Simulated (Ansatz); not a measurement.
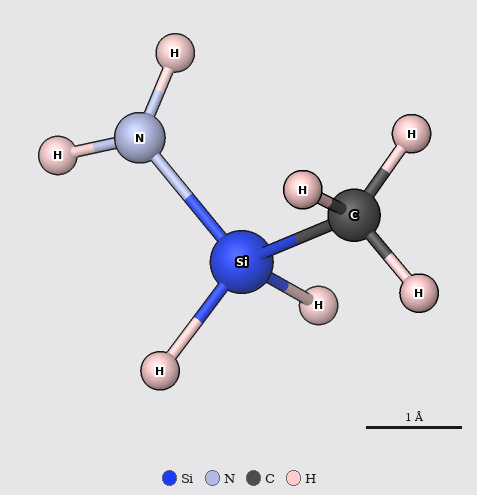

*The input geometry (ball-and-stick view, seen at a tilt).*

**Nudged elastic band of CH$_{7}$NSi**

System: CH$_{7}$NSi.
Method: RKS PBE0-D4/def2-SVP (Ansatz 0.2.0).

## Input
```yaml
crystal:
  periodic: [false, false, false]
  atoms:
    - {symbol: Si, position_ang: [-0.451622, 0.144398, 0.474793]}
    - {symbol: N, position_ang: [0.741775, 1.387850, 0.419915]}
    - {symbol: C, position_ang: [0.001367, -1.208050, -0.725820]}
    - {symbol: H, position_ang: [0.979366, -1.630536, -0.486322]}
    - {symbol: H, position_ang: [-1.841274, 0.597897, 0.152874]}
    - {symbol: H, position_ang: [-0.469117, -0.349768, 1.878759]}
    - {symbol: H, position_ang: [0.936856, 1.854970, -0.451643]}
    - {symbol: H, position_ang: [0.806152, 2.037893, 1.186956]}
    - {symbol: H, position_ang: [-0.740370, -2.010360, -0.700208]}
    - {symbol: H, position_ang: [0.036967, -0.824394, -1.749203]}
basis:
  gaussian: {orbitals: def2-SVP}
hamiltonian: {xc: pbe0, dispersion: d4}
neb:
  images: 5
  climbing: true
  max_iterations: 30
  initial_path: idpp
  climb: true
  final_atoms:
    - {symbol: Si, position_ang: [-0.786579, -0.125380, 0.219136]}
    - {symbol: N, position_ang: [0.909979, 1.110328, 0.277991]}
    - {symbol: C, position_ang: [-0.484572, -1.552774, -0.677066]}
    - {symbol: H, position_ang: [1.570779, 0.569182, -0.274681]}
    - {symbol: H, position_ang: [-1.620214, 0.969142, -0.349895]}
    - {symbol: H, position_ang: [-0.867878, -0.161485, 1.705326]}
    - {symbol: H, position_ang: [0.782636, 2.018839, -0.159624]}
    - {symbol: H, position_ang: [1.295371, 1.246191, 1.208615]}
    - {symbol: H, position_ang: [-0.119104, -2.459069, -0.208574]}
    - {symbol: H, position_ang: [-0.680319, -1.615072, -1.741127]}
```

Machine: 2 threads of Arm Neoverse V2, 23 GiB of memory available, shared host.

Launch command:
```bash
ansatz run in.yaml --threads 2 --pin off --events-out ev --progress --plain --max-ram 4352MiB
```

## Output
```
Error: YAML parse error: error: line 22 column 3: unknown field `climb`, expected one of images, spring, climbing, order_check, relax_end_points, f_tol, exx_force_gate, max_iterations, max_displacement, density_extrapolation, optimiser, initial_path, freeze_fraction, magnetization_jump, magnetization_bend, levels_near_fermi, parallel_images, constraints, final_atoms
  --> <input>:22:3
   |
20 |   max_iterations: 30
21 |   initial_path: idpp
22 |   climb: true
   |   ^ unknown field `climb`, expected one of images, spring, climbing, order_check, relax_end_points, f_tol, exx_force_gate, max_iterations, max_displacement, density_extrapolation, optimiser, initial_path, freeze_fraction, magnetization_jump, magnetization_bend, levels_near_fermi, parallel_images, constraints, final_atoms
23 |   final_atoms:
24 |     - {symbol: Si, position_ang: [-0.786579, -0.125380, 0.219136]}
   |
```

## What the run reported

```csv
quantity,value
outcome,refused by the program
```

## Diagnosis

The input was spoiled on purpose: misspelt key. The program refused the input: “YAML parse error: error: line 22 column 3: unknown field `climb`, expected one of images, spring, climbing, order_check, relax_end_points, f_tol, exx_force_gate, max_iterations, max_displacement, density_extrapolation, optimiser, initial_path, freeze_fraction, magnetization_jump, magnetization_bend, levels_near_fermi, …”
